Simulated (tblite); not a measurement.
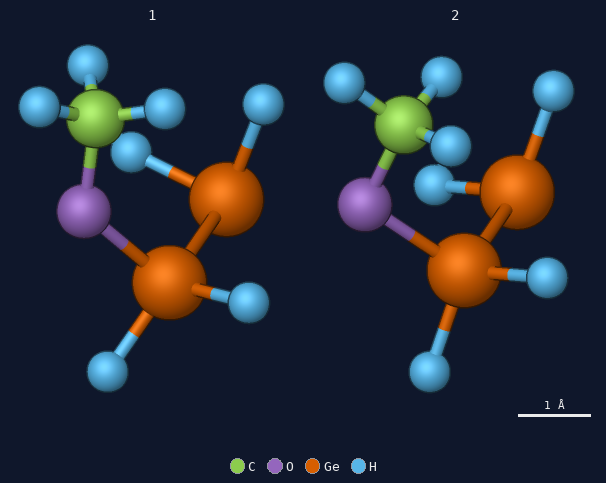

Two geometries of CH$_{7}$Ge$_{2}$O (multiplicity 2), drawn at one scale. One is the start of a relaxation, the other its converged end. A ball-and-stick model, seen from a free direction.

Level of theory: tblite 0.8.0, GFN2-xTB geometry optimisation, gas phase. 

**Which geometry has the lower energy?**

Structure 1 is the relaxed one. The atom that moves furthest after the best rigid fit is an H atom (0.75 Å). By element the largest moves are H 0.75 Å, O 0.33 Å, Ge 0.24 Å, C 0.15 Å. Some distances before and after: Ge–Ge 2.386 → 2.485 Å, Ge–O 1.820 → 1.771 Å, Ge–H 1.534 → 1.571 Å, Ge–H 1.550 → 1.578 Å. Among the angles between lasting bonds that change: C–O–Ge 106.8° → 128.0°, H–Ge–H 109.8° → 93.5°, Ge–Ge–H 109.1° → 122.1°. Groups turn about C–O by about 20°. The energy falls by 44.1 kJ/mol in 122 geometry steps. Cost: 0.32 s on 1 thread of AMD EPYC 9B45 (shared host).
